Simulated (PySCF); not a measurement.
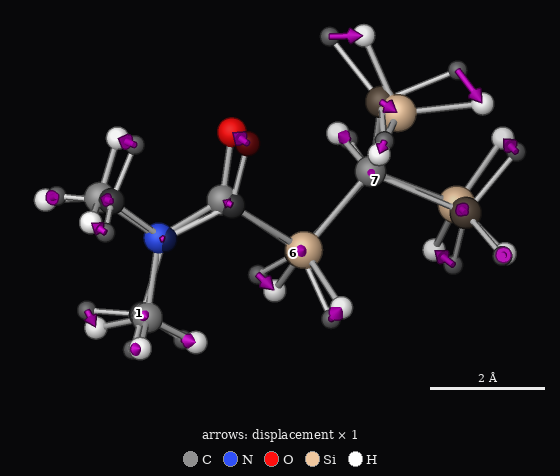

A relaxation of C4H15NOSi3. The starting structure is drawn faded, the final one solid; purple arrows show the displacements, at their true length. The two geometries are superimposed by the best rigid fit.

A ball-and-stick model, seen at a tilt.

The start comes from GFN2-xTB. Its atoms were then displaced at random by about 0.01 Å.

Method: PBE0-D3(BJ)/def2-SVP geometry optimisation, gas phase in PySCF. 

### What happened in the run?

The largest move after the best rigid fit is that of an H atom, 0.81 Å. By element the largest moves are H 0.81 Å, O 0.45 Å, Si 0.39 Å, C 0.31 Å, N 0.10 Å. Near-neighbour distances that change, for instance: O–Si 2.517 → 2.937 Å, H–Si 1.426 → 1.495 Å, C–H 1.050 → 1.098 Å, C–Si 1.896 → 1.937 Å. Among the angles between lasting bonds that change: H–Si–H 117.8° → 111.4°, C–Si–H 102.8° → 107.5°, C–Si–H 106.7° → 110.1°. Groups turn about C–Si by about 25°, C–Si by about 25°. After 18 geometry steps the energy has fallen by 0.353 eV.
